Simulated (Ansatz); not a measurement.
# Fitting and testing ρ(T) of Ru (P6_3/mmc)

Can the computed ρ(T) of Ru (P6_3/mmc) be held by the Bloch–Grüneisen form, and does the fit predict a row it has not seen?

The resistivities were computed with Ansatz 0.2.0 (DFT PBE, scalar-relativistic, plane waves, PAW) from the linearised Boltzmann equation with harmonic phonons, on q 3×3×2, k 12×12×6, scattering 24×24×12; the fit below is done by hand on them.

**What experiment says.**

“CRC Handbook of Chemistry and Physics, 84th edition, Electrical Resistivity of Pure Metals” (2003, CRC Press, section 12, read from Wikipedia's data page) quotes from earlier work for Ru (bulk crystal): resistivity at 273 K 7.1 μΩ cm.

For Ru (bulk Ru, literature reference value), “Resistivity scaling model for metals with conduction band anisotropy” (2017, arxiv:1711.00796) quotes earlier work: in-plane resistivity at 300 K (in-plane, perpendicular to c) 7.62 μΩ cm; c-axis resistivity at 300 K (out-of-plane, along c) 5.82 μΩ cm.

## (1) What is given

Symmetry: P6_3/mmc, No. 194, hexagonal system. The conventional cell has a = 2.720 Å, b = 2.720 Å, c = 4.297 Å, α = 90.00°, β = 90.00°, γ = 120.00°. Around Ru on site c lie 12 Ru at 2.66 to 2.72 Å.

This is the relaxed cell of the run, from steps not shown here.

The mean resistivity of the three axes from 50 to 800 K, with one row held back; the colder rows stay outside the fit and test it at the end:

| T (K) | ρ (μΩ cm) |
| --- | --- |
| 50 | 0.1076 |
| 80 | 0.6528 |
| 100 | 1.206 |
| 150 | 2.736 |
| 200 | ? |
| 273 | 6.255 |
| 300 | 6.985 |
| 400 | 9.627 |
| 500 | 12.21 |
| 600 | 14.77 |
| 800 | 19.85 |

The resistivity is not converged: the component that moves most changes by 11 % between the two finest meshes at 300 K.

## (2) Model and fit

Bloch and Grüneisen's form is ρ(T) = A (T/Θ)⁵ J₅(Θ/T), with J₅(z) the integral of x⁵/((eˣ − 1)(1 − e⁻ˣ)) from 0 to z. It goes as T⁵ far below Θ and as A T/(4Θ) far above. For a trial Θ the best A is the geometric mean of ρ/[(T/Θ)⁵ J₅] over the rows, and the scatter of that ratio measures the fit:

| Θ (K) | A (μΩ cm) | scatter (%) |
| --- | --- | --- |
| 248 | 19.03 | 40.9 |
| 332 | 29.42 | 20.9 |
| 372 | 35.52 | 11.2 |
| 414 | 42.86 | 3.7 |
| 456 | 51.27 | 10.9 |
| 518 | 65.93 | 25.4 |
| 620 | 96.81 | 48.2 |

The scatter is least at Θ = 414 K, with A = 42.86 μΩ cm (3.7 % r.m.s.).

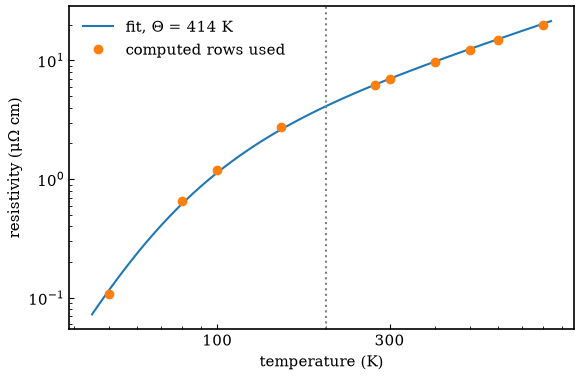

The fit through the rows used; the dotted line marks the temperature held back.

## (3) The row held back

At T = 200 K, Θ/T = 2.070, J₅ = 3.652 and (T/Θ)⁵ = 0.02631, so the fit gives 4.118 μΩ cm. The computed value is 4.216 μΩ cm: the fit is off by -2.34 %. Outside its range, at 20 K, it gives 0.00140 against 4.4e-4 μΩ cm computed, 3.20 times that; at that temperature the run's own test moves by 25 % between meshes in the component that moves most. Among the rows used, the largest miss is +6.9 %, at 50 K.

## (4) Reading Θ and A

Θ = 414 K is 1.55 times ħω_log/k_B (267 K) and 1.07 of the highest phonon frequency (385 K); Θ is a number of the fit, and no phonon frequency. The high-temperature slope of the fit, A/(4Θ), is 0.0259 μΩ cm/K. The same slope from the run's transport coupling and plasma energy, 2π k_B λ_tr/(ħ ε₀ ω_p²) with λ_tr = 0.504, 0.504, 0.463 (xx, yy, zz) and ħω_p = 8.37, 8.37, 9.29 (xx, yy, zz) eV, is 0.0265 μΩ cm/K in the mean of the axes, +2.4 % from it. For comparison, the computed rows rise by 0.0254 μΩ cm/K between the two hottest.

## (5) Outcome

```yaml
theta: 414 K
a: 42.86 μΩ cm
scatter_of_the_fit: 3.7 %
held_back_row_at_200_k_fit_against_computed: 4.118 against 4.216 μΩ cm
```

What this shows: Two numbers, Θ = 414 K and A = 42.9 μΩ cm, hold the computed ρ(T) from 50 to 800 K within 3.74 % r.m.s. and predict the held-back row within 2.34 %. At 20 K, outside the rows fitted, it gives 3.20 times the computed value. The misses are not random: the largest is +6.9 %, at 50 K. By the run's own test the resistivity at 300 K moves by 11 % between its two finest scattering meshes, in the component that moves most. The mean hides an anisotropy: at 300 K the components are 7.59, 7.59, 5.76 (xx, yy, zz) μΩ cm. The fit describes the calculation: impurities, thermal expansion, changes of phase and anharmonicity are in neither.

Comparison with the measured values:

```
                                                                                                                       quantity  measured  q 3×3×2, fine 24×24×12
         resistivity at 273 K (computed: phonon part alone; the measured value holds the sample's residual resistivity) (μΩ cm)       7.1          6.25 (-11.9 %)
in-plane resistivity at 300 K (computed: phonon part alone; the measured value holds the sample's residual resistivity) (μΩ cm)      7.62           7.59 (-0.3 %)
  c-axis resistivity at 300 K (computed: phonon part alone; the measured value holds the sample's residual resistivity) (μΩ cm)      5.82           5.76 (-1.0 %)
```

Measured values from CRC Press, section 12, read from Wikipedia's data page (2003) and arxiv:1711.00796 (2017).

Verdict: The resistivity at 273 K is off by -11.9 %: fair agreement. The in-plane resistivity at 300 K is off by -0.3 %: good agreement. The c-axis resistivity at 300 K is off by -1.0 %: good agreement.

[Logs are printed without paths, hosts, clocks, repeated set-up lines and the standing remarks that a program may print on its own settings, such as how far it seeks lower states.]

[Hosts, paths, dates, database ids (printed as entryN), source tags and the programs' standing remarks are cut or masked in the printed files.]
